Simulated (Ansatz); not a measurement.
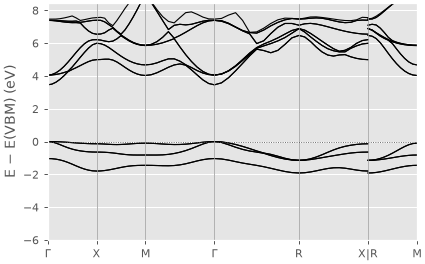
Fig. 1. Band structure from PBE with spin–orbit coupling (plane waves, PAW; program Ansatz)

Problem. Read off the gap and where the band edges lie.

Solution. About 3.5 eV (3.46 eV by a search for the band edges); maximum at Γ, minimum at Γ.

The material is CsI (CsCl type, Pm-3m).

Symmetry was held in the PBE relaxation.

Potentials: the later of the program's two PAW sets.
